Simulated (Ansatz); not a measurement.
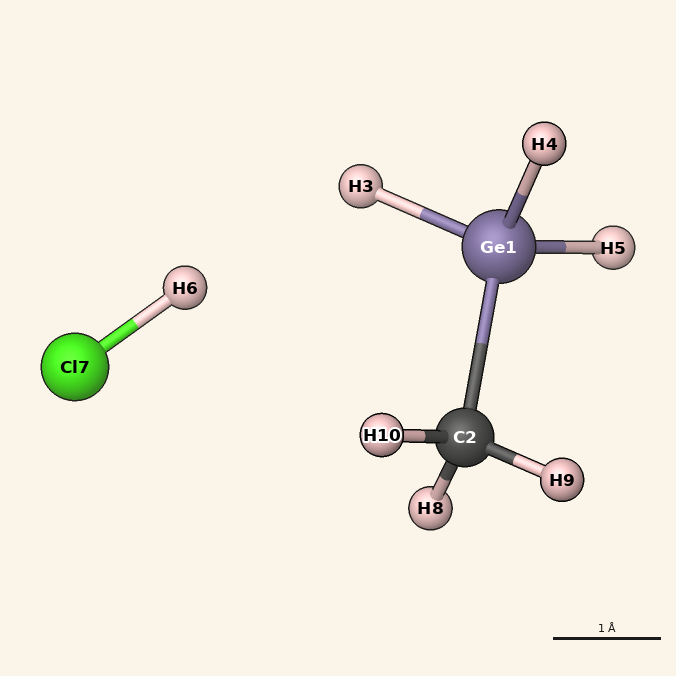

Numbered structure. Computed geometry: PBE0-D4/def2-TZVP optimisation.

Give these bond angles: C2–Ge1–H3, C2–Ge1–H4, C2–Ge1–H5, Ge1–C2–H8, Ge1–C2–H9, Ge1–C2–H10.

| angle | degrees |
| --- | --- |
| C2–Ge1–H3 | 110.0 |
| C2–Ge1–H4 | 111.4 |
| C2–Ge1–H5 | 111.4 |
| Ge1–C2–H8 | 110.3 |
| Ge1–C2–H9 | 109.9 |
| Ge1–C2–H10 | 110.4 |
